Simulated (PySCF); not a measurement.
SMILES Fc1cc(C(C)C)ccc1 (C9H11F) at its GFN2-xTB optimised geometry (Å):

```
21

C     -1.2131    -2.3074    -1.2057
C     -1.5624    -1.4474     0.0104
C     -1.3026    -2.2127     1.3102
C     -0.7905    -0.1513     0.0000
C     -1.4550     1.0691     0.0017
C     -0.7578     2.2651     0.0035
C      0.6255     2.2693     0.0024
C      1.2779     1.0507     0.0000
F      2.6303     1.0315    -0.0012
C      0.5990    -0.1513     0.0000
H     -1.8320    -3.2017    -1.2212
H     -0.1709    -2.6145    -1.1787
H     -1.3842    -1.7518    -2.1251
H     -2.6303    -1.2074    -0.0370
H     -1.9027    -3.1194     1.3385
H     -0.2551    -2.4914     1.3913
H     -1.5618    -1.5985     2.1698
H     -2.5353     1.0844     0.0025
H     -1.2948     3.2017     0.0059
H      1.1925     3.1863     0.0037
H      1.1631    -1.0705     0.0002
```

Method: PySCF 2.14.0 with CAM-B3LYP/def2-SVP. Cells within 0.4 Å of a nucleus heavier than hydrogen are left out (blank, or x).

Map of the electron localisation function on the plane z = 0.0 Å:

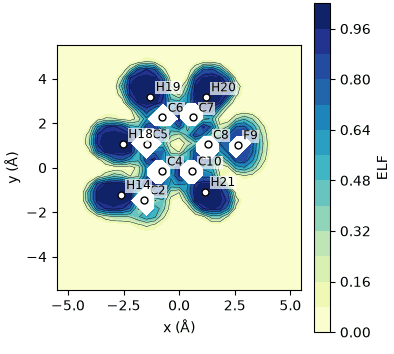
Fig. 1. Electron localisation function on the plane z = 0.0 Å.
